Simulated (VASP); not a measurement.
Band structure of TiC (rock salt). Calculation: vdW-DF2, VASP's PBE PAW potentials (set 64) (plane waves; VASP).

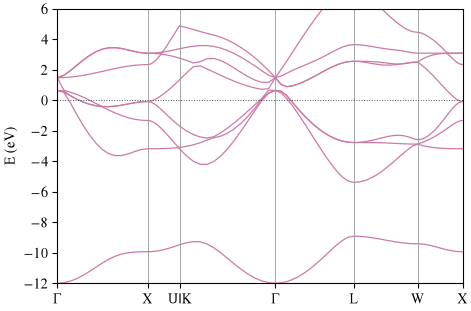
Bands along high-symmetry lines, zero at the valence-band maximum or, without a gap, the Fermi level

Task: Read the plot: is there a gap, and where are the band edges?

Result: It has no gap at this level: it comes out as a metal or semimetal. (Edges off the drawn lines would not show.)

The compound is TiC in the rock salt structure. It was relaxed first, which changed the volume by +5 %.
